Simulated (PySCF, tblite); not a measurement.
# C₆H₁₃Cl: a rotation path, then NMR shifts on frames, part 2 of 2

tblite 0.8.0 and PySCF 2.14.0. Atoms count from 0.

**5. NMR shieldings: image 4, PBE0/pcSseg-1**

What the job is given:

```
{"job": {"kind": "nmr", "xc": "PBE0", "basis": "pcSseg-1", "pop": false}, "charge": 0, "multiplicity": 1}
C     -2.548100    -0.336300     0.204500
C     -1.165200    -0.121900     0.810400
C     -0.019700    -0.379200    -0.180900
C     -0.046100     0.625500    -1.331900
C      1.326700    -0.419900     0.583600
C      2.420600     0.533300     0.133300
Cl     1.998900    -2.091000     0.493900
H     -2.770800     0.403500    -0.559500
H     -2.620300    -1.326400    -0.240800
H     -3.308600    -0.255000     0.977400
H     -1.052600    -0.809000     1.652600
H     -1.087000     0.896900     1.197700
H     -0.186400    -1.369900    -0.615700
H      0.129300     1.639000    -0.981400
H     -1.018000     0.596000    -1.816600
H      0.701000     0.376200    -2.079800
H      1.146100    -0.259000     1.650300
H      2.669000     0.390000    -0.914000
H      3.317800     0.355200     0.723200
H      2.108200     1.562700     0.290800
```

Level: GIAO PBE0/pcSseg-1 NMR shielding, non-relativistic, gas phase.

Output:

```text
coarse grid: 16200 points
cycle   1  E = -696.0770951517  dE =  4.813e-01  |g| = 4.478e-01  |ddm| = 3.726e+00
cycle   2  E = -696.0708443832  dE =  6.251e-03  |g| = 4.958e-01  |ddm| = 8.255e-01
cycle   3  E = -696.1313162616  dE = -6.047e-02  |g| = 4.422e-02  |ddm| = 4.148e-01
cycle   4  E = -696.1316752283  dE = -3.590e-04  |g| = 2.288e-02  |ddm| = 6.412e-02
cycle   5  E = -696.1317945197  dE = -1.193e-04  |g| = 5.858e-03  |ddm| = 2.531e-02
cycle   6  E = -696.1318028808  dE = -8.361e-06  |g| = 1.691e-03  |ddm| = 8.562e-03
final grid: 148832 points
cycle   7  E = -696.1753693063  dE = -7.426e-05  |g| = 1.102e-02  |ddm| = 4.193e-02
cycle   8  E = -696.1753545112  dE =  1.480e-05  |g| = 1.328e-02  |ddm| = 2.164e-02
cycle   9  E = -696.1754001763  dE = -4.567e-05  |g| = 1.323e-03  |ddm| = 1.299e-02
cycle  10  E = -696.1754005382  dE = -3.618e-07  |g| = 3.585e-04  |ddm| = 1.708e-03
cycle  11  E = -696.1754005678  dE = -2.960e-08  |g| = 8.055e-05  |ddm| = 3.421e-04
cycle  12  E = -696.1754005692  dE = -1.453e-09  |g| = 2.166e-05  |ddm| = 1.036e-04
cycle  13  E = -696.1754005693  dE = -1.100e-10  |g| = 4.044e-06  |ddm| = 2.413e-05
converged SCF energy = -696.1754005693

GIAO shielding tensors (ppm)
atom      isotropic    diamagn.    paramagn.     s11        s22        s33       span
  0 C      171.438     245.881     -74.443    157.534    169.177    187.602     30.069
  1 C      152.019     249.025     -97.006    131.818    155.114    169.125     37.307
  2 C      137.465     247.110    -109.644    105.813    141.448    165.136     59.323
  3 C      172.567     248.653     -76.087    163.563    169.647    184.490     20.926
  4 C      119.129     244.956    -125.827     94.599    118.518    144.272     49.673
  5 C      163.045     246.649     -83.603    146.768    161.103    181.265     34.497
  6 Cl     720.802    1147.756    -426.955    400.264    708.911   1053.229    652.965
  7 H       30.578      30.113       0.465     25.383     30.139     36.212     10.828
  8 H       30.965      29.672       1.293     26.571     29.199     37.125     10.554
  9 H       30.484      27.811       2.673     25.667     27.562     38.222     12.555
 10 H       29.994      32.246      -2.252     24.542     30.974     34.467      9.925
 11 H       30.723      32.660      -1.937     26.333     30.804     35.031      8.698
 12 H       29.892      33.578      -3.686     25.170     30.983     33.523      8.353
 13 H       31.482      32.175      -0.693     27.400     29.720     37.326      9.927
 14 H       30.524      31.609      -1.085     24.683     30.208     36.680     11.997
 15 H       30.424      31.355      -0.931     25.752     29.118     36.402     10.650
 16 H       28.108      31.613      -3.505     25.216     27.576     31.532      6.316
 17 H       30.208      30.042       0.166     26.625     29.199     34.801      8.176
 18 H       30.221      28.559       1.662     25.382     28.513     36.770     11.388
 19 H       30.500      30.426       0.074     25.375     28.845     37.280     11.905
```

Wall time 28 s (1 thread of Intel Xeon Platinum 8488C, shared host); peak memory 0.89 GiB.

In short: δ C4 67.8, C2 49.5, C1 34.9, C5 23.9, H16 3.61, H12 1.82 ppm.

**6. Shielding tensors: image 6, PBE0/pcSseg-1**

What the job is given:

```
{"job": {"kind": "nmr", "xc": "PBE0", "basis": "pcSseg-1", "pop": false}, "charge": 0, "multiplicity": 1}
C     -2.514000    -0.191600     0.264800
C     -1.098800    -0.013700     0.806600
C     -0.026300    -0.468400    -0.193800
C     -0.015800     0.400400    -1.449500
C      1.352900    -0.548100     0.490000
C      2.261200     0.659900     0.343600
Cl     2.245200    -1.971900    -0.161100
H     -2.714100     0.486300    -0.560300
H     -2.662400    -1.211900    -0.083700
H     -3.242400     0.008600     1.046700
H     -1.003000    -0.614700     1.714400
H     -0.935900     1.030600     1.080800
H     -0.290600    -1.487700    -0.495600
H      0.189500     1.440200    -1.207400
H     -0.981500     0.350800    -1.945100
H      0.737000     0.044200    -2.147800
H      1.216200    -0.770600     1.552400
H      2.517800     0.831100    -0.698000
H      3.183500     0.490200     0.895600
H      1.776400     1.546900     0.744300
```

Level: GIAO PBE0/pcSseg-1 NMR shielding, non-relativistic, gas phase.

Output:

```text
coarse grid: 16200 points
cycle   1  E = -696.0822559801  dE =  4.863e-01  |g| = 4.458e-01  |ddm| = 3.722e+00
cycle   2  E = -696.0759871948  dE =  6.269e-03  |g| = 4.936e-01  |ddm| = 8.213e-01
cycle   3  E = -696.1360501518  dE = -6.006e-02  |g| = 4.284e-02  |ddm| = 4.127e-01
cycle   4  E = -696.1363926049  dE = -3.425e-04  |g| = 2.173e-02  |ddm| = 6.285e-02
cycle   5  E = -696.1364987323  dE = -1.061e-04  |g| = 5.735e-03  |ddm| = 2.400e-02
cycle   6  E = -696.1365065916  dE = -7.859e-06  |g| = 1.716e-03  |ddm| = 8.492e-03
final grid: 148832 points
cycle   7  E = -696.1795456038  dE = -7.180e-05  |g| = 1.084e-02  |ddm| = 4.301e-02
cycle   8  E = -696.1795300952  dE =  1.551e-05  |g| = 1.324e-02  |ddm| = 2.180e-02
cycle   9  E = -696.1795754773  dE = -4.538e-05  |g| = 1.307e-03  |ddm| = 1.327e-02
cycle  10  E = -696.1795758279  dE = -3.506e-07  |g| = 3.548e-04  |ddm| = 1.737e-03
cycle  11  E = -696.1795758571  dE = -2.913e-08  |g| = 7.777e-05  |ddm| = 3.415e-04
cycle  12  E = -696.1795758584  dE = -1.358e-09  |g| = 2.124e-05  |ddm| = 9.966e-05
cycle  13  E = -696.1795758585  dE = -1.091e-10  |g| = 4.110e-06  |ddm| = 2.354e-05
converged SCF energy = -696.1795758585

GIAO shielding tensors (ppm)
atom      isotropic    diamagn.    paramagn.     s11        s22        s33       span
  0 C      171.388     246.074     -74.686    156.913    169.850    187.400     30.488
  1 C      153.687     248.359     -94.672    135.555    153.851    171.656     36.102
  2 C      137.597     247.586    -109.988    106.360    142.877    163.555     57.195
  3 C      174.045     248.586     -74.541    163.052    174.717    184.365     21.313
  4 C      118.767     244.998    -126.232     91.747    116.922    147.632     55.885
  5 C      164.538     247.340     -82.802    150.672    160.210    182.732     32.060
  6 Cl     737.687    1147.536    -409.850    431.069    722.260   1059.732    628.663
  7 H       30.550      30.117       0.433     25.362     30.139     36.148     10.786
  8 H       30.965      29.765       1.200     26.575     29.249     37.071     10.496
  9 H       30.495      27.939       2.556     25.646     27.508     38.330     12.684
 10 H       30.300      32.453      -2.153     24.803     30.770     35.327     10.524
 11 H       30.720      32.566      -1.847     26.106     31.111     34.943      8.837
 12 H       29.944      33.695      -3.751     24.902     31.720     33.211      8.309
 13 H       31.398      32.041      -0.642     27.252     29.970     36.974      9.722
 14 H       30.541      31.435      -0.894     24.984     29.867     36.772     11.788
 15 H       30.395      30.796      -0.401     25.545     29.369     36.270     10.724
 16 H       27.906      31.696      -3.790     23.962     27.962     31.793      7.832
 17 H       30.335      30.113       0.222     26.713     29.654     34.640      7.927
 18 H       30.181      28.691       1.490     25.534     28.120     36.889     11.355
 19 H       30.654      30.778      -0.124     25.407     28.954     37.602     12.195
```

Wall time 28 s (1 thread of Intel Xeon Platinum 8488C, shared host); peak memory 0.89 GiB.

Key values: δ C4 68.2, C2 49.3, C1 33.2, C5 22.4, H16 3.81, H12 1.77 ppm.

**7. NMR shieldings: image 8, PBE0/pcSseg-1**

What the job is given:

```
{"job": {"kind": "nmr", "xc": "PBE0", "basis": "pcSseg-1", "pop": false}, "charge": 0, "multiplicity": 1}
C     -2.461200    -0.095700     0.348700
C     -1.004700     0.114100     0.746800
C     -0.026400    -0.525200    -0.248900
C     -0.002600     0.229400    -1.576400
C      1.370000    -0.638200     0.376900
C      2.095200     0.677300     0.594300
Cl     2.394900    -1.680700    -0.672200
H     -2.675200     0.370900    -0.608600
H     -2.687900    -1.156800     0.273400
H     -3.120900     0.343800     1.093300
H     -0.845700    -0.322600     1.735800
H     -0.804900     1.184500     0.820200
H     -0.367200    -1.548800    -0.442700
H      0.147800     1.294100    -1.415600
H     -0.942100     0.092900    -2.104400
H      0.796500    -0.148000    -2.209300
H      1.297200    -1.183300     1.323200
H      2.254600     1.193800    -0.348000
H      3.064100     0.495400     1.053400
H      1.513500     1.313700     1.257000
```

Level: GIAO PBE0/pcSseg-1 NMR shielding, non-relativistic, gas phase.

Output:

```text
coarse grid: 16200 points
cycle   1  E = -696.0857117745  dE =  4.965e-01  |g| = 4.450e-01  |ddm| = 3.726e+00
cycle   2  E = -696.0800442440  dE =  5.668e-03  |g| = 4.895e-01  |ddm| = 8.148e-01
cycle   3  E = -696.1392654426  dE = -5.922e-02  |g| = 4.158e-02  |ddm| = 4.108e-01
cycle   4  E = -696.1395963241  dE = -3.309e-04  |g| = 2.042e-02  |ddm| = 6.245e-02
cycle   5  E = -696.1396890953  dE = -9.277e-05  |g| = 5.371e-03  |ddm| = 2.225e-02
cycle   6  E = -696.1396958141  dE = -6.719e-06  |g| = 1.716e-03  |ddm| = 8.051e-03
final grid: 148832 points
cycle   7  E = -696.1831103584  dE = -6.112e-05  |g| = 1.106e-02  |ddm| = 3.546e-02
cycle   8  E = -696.1830934089  dE =  1.695e-05  |g| = 1.362e-02  |ddm| = 2.259e-02
cycle   9  E = -696.1831413681  dE = -4.796e-05  |g| = 1.339e-03  |ddm| = 1.395e-02
cycle  10  E = -696.1831417372  dE = -3.692e-07  |g| = 3.369e-04  |ddm| = 1.797e-03
cycle  11  E = -696.1831417634  dE = -2.618e-08  |g| = 7.315e-05  |ddm| = 3.187e-04
cycle  12  E = -696.1831417646  dE = -1.191e-09  |g| = 2.082e-05  |ddm| = 9.660e-05
cycle  13  E = -696.1831417647  dE = -1.032e-10  |g| = 4.186e-06  |ddm| = 2.283e-05
converged SCF energy = -696.1831417647

GIAO shielding tensors (ppm)
atom      isotropic    diamagn.    paramagn.     s11        s22        s33       span
  0 C      171.628     245.739     -74.111    157.371    169.981    187.532     30.161
  1 C      153.969     248.447     -94.478    143.785    146.207    171.915     28.130
  2 C      140.197     248.138    -107.941    115.532    142.383    162.677     47.145
  3 C      173.966     248.136     -74.170    158.332    175.016    188.550     30.218
  4 C      118.255     245.664    -127.410     86.056    116.189    152.519     66.462
  5 C      166.779     247.996     -81.217    150.493    162.721    187.123     36.630
  6 Cl     767.117    1147.498    -380.381    524.969    714.751   1061.632    536.662
  7 H       30.514      30.052       0.462     25.223     30.396     35.923     10.700
  8 H       30.908      29.620       1.288     26.433     28.942     37.349     10.916
  9 H       30.493      28.029       2.463     25.579     27.525     38.373     12.794
 10 H       30.450      32.591      -2.141     24.889     30.939     35.522     10.633
 11 H       30.739      32.850      -2.111     25.893     31.614     34.711      8.817
 12 H       30.157      33.666      -3.509     25.678     30.716     34.077      8.399
 13 H       31.351      31.750      -0.399     27.571     29.468     37.015      9.445
 14 H       30.543      31.069      -0.527     25.336     29.280     37.012     11.675
 15 H       29.968      30.443      -0.474     24.079     30.712     35.113     11.034
 16 H       27.764      31.664      -3.900     23.446     27.924     31.923      8.476
 17 H       30.402      30.331       0.071     26.492     29.887     34.828      8.336
 18 H       30.287      28.956       1.331     25.584     28.192     37.085     11.501
 19 H       30.636      30.937      -0.302     24.734     29.837     37.336     12.603
```

Wall time 28 s (1 thread of Intel Xeon Platinum 8488C, shared host); peak memory 0.89 GiB.

In short: δ C4 68.7, C2 46.7, C1 33.0, C5 20.1, H16 3.95, H15 1.75 ppm.

**8. Comparing the runs: NMR shifts**

Shifts (ppm) of some atoms, chosen among heavy atoms and hydrogens apart, with basis size and wall time:

```
  frame    C2    C1    C5    C3   H10   H12  Cl6  functions  time
image 0  49.0  31.3  26.4  16.9  2.57  1.05  176        191  36 s
image 2  49.2  33.5  25.3  16.0  2.11  1.47  201        191  29 s
image 4  49.5  34.9  23.9  14.4  1.72  1.82  229        191  28 s
image 6  49.3  33.2  22.4  12.9  1.42  1.77  212        191  28 s
image 8  46.7  33.0  20.1  13.0  1.27  1.56  183        191  28 s
```

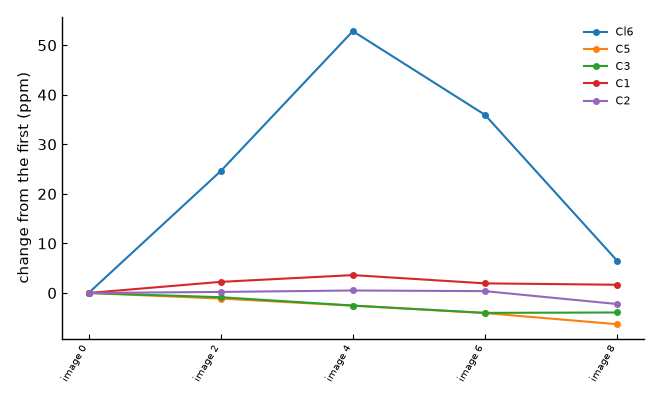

How five of the tabulated atoms move from run to run.

**9. What came out**

This closing draws on all 2 parts.

| quantity | value |
| --- | --- |
| barrier | 0.161 eV (3.7 kcal/mol) at image 4 |
| end to end (GFN2-xTB) | -0.002 eV |
| ¹³C shifts against TMS (PBE0/pcSseg-1, image 0) | 69.5, 49.0, 31.3, 26.4, 16.9, 14.4 ppm |
| ¹H shifts against TMS (PBE0/pcSseg-1, image 0) | 3.41, 2.57, 1.70, 1.57, 1.35, 1.31, 1.25, 1.13, 1.13, 1.05, 0.67, 0.65, 0.19 ppm |
| ³⁵Cl shifts against HCl (PBE0/pcSseg-1, image 0) | 176 ppm |
| surface potential, 1st and 99th percentile | -0.82 V and 0.80 V |
| range of the shift of Cl6 | 176 to 229 ppm |

What this shows: Along the band the dihedral turns by 109°, and the top (dihedral -124°) lies 3.7 kcal/mol above the start (GFN2-xTB, rough), so at room temperature this motion is fast. The top was not checked by a frequency run. Shifts at one fixed geometry are not the observed spectrum, which averages over the motion. In the first frame run (image 0): Shielding is most anisotropic at Cl6 (span 441 ppm, paramagnetic term -375 ppm). In ppm, Cl6 moves most: its shift spreads over 53 ppm, from 176 (image 0) to 229 (image 4).
